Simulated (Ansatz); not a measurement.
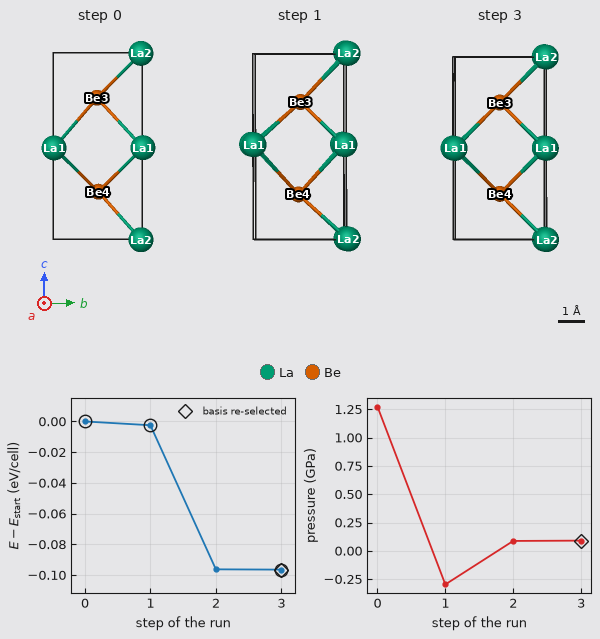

Frames of a relaxation of crystalline LaBe (a generated structure, set up in P1) (coarse preliminary run), marked on the history of the run. The picture is a ball-and-stick view of the cell of the calculation, seen along the a axis.

Computed with DFT PBE, scalar-relativistic, plane waves, PAW (Ansatz 0.2.0).

Input file:
```yaml
crystal:
  lattice:
    - [-3.5539801119, -0.0175438865, 0.0802881566]
    - [0.0802881566, -0.0044416711, -3.5036139829]
    - [-0.0350877729, -7.342999862, -0.0088833422]
  atoms:
    - { symbol: La, position: [1.0063498435, 1.0097912083, 0.4902189844] }
    - { symbol: La, position: [-0.0088756232, -0.0123458853, -0.0037526776] }
    - { symbol: Be, position: [0.4836244543, 0.4932945906, 0.7588139564] }
    - { symbol: Be, position: [0.5189013254, 0.5092600865, 0.2547197369] }
basis:
  ecutwfc: 420
kpoints:
  mp_grid: { grid: [6, 6, 4] }
hamiltonian:
  xc: pbe
scf:
  occupations: { method: gaussian, width: 0.2 }
  lower_state_search: "off"
output:
  forces: true
  stress: true
  eigenvalues: true
relax:
  adjacent_minimum: "off"
  f_tol: 0.025
  max_steps: 60
  cell: { stress_tol: 0.25 }
```

Command:
```bash
ansatz run input.yaml --threads 1 --pin off --max-ram 2048MiB --backend cpu --events-out ev --progress --plain --runs-dir out
```

**What happens along the run?**

Be3 moves most relative to the cell: 0.092 Å along [2 1 −1]. By element the largest moves are Be 0.092 Å, La 0.084 Å. The volume changes by +1.9 %, with a 3.555 → 3.600 Å (+1.3 %), b 3.505 → 3.595 Å (+2.6 %), c 7.343 → 7.192 Å (−2.1 %), α 89.9° → 90.0°, β 89.4° → 90.0°, γ 92.6° → 90.0°. Among the contacts that change: La1–Be4 2.978 → 3.114 Å, La2–Be3 2.981 → 3.117 Å, La1–La2 3.716 → 3.596 Å, La1–Be3 3.232 → 3.113 Å. The space group (tolerance 0.01 Å) goes from P1 (No. 1) to Pm-3m (No. 221). The energy falls by 96.4 meV per cell of the calculation in 2 accepted moves (3 points after the start). Largest force component: 0.36 eV/Å at the start, 0.0087 eV/Å at the end. Pressure: 1.27 GPa at the start and 0.09 GPa at the end. At 1 point the geometry stayed and the basis and grid were re-selected for the new cell (energy shift of 0.2 meV per cell of the calculation at most each time). From step 0 to 1: La and Be atoms move most (0.19 Å), volume +3.4 %, energy −2.5 meV per cell of the calculation. From step 1 to 3: La and Be atoms move most (0.11 Å), volume −1.5 %, energy −94.0 meV per cell of the calculation.

```
step  E − E(0), meV/atom  largest force component, eV/Å  pressure, GPa  volume, Å³/atom                      note
   0                0.00                         0.3584           1.27           22.846                          
   1               -0.62                         0.4648          -0.30           23.628                          
   2              -24.06                         0.0087           0.09           23.273                          
   3              -24.11                         0.0087           0.09           23.273  same geometry, new basis
```
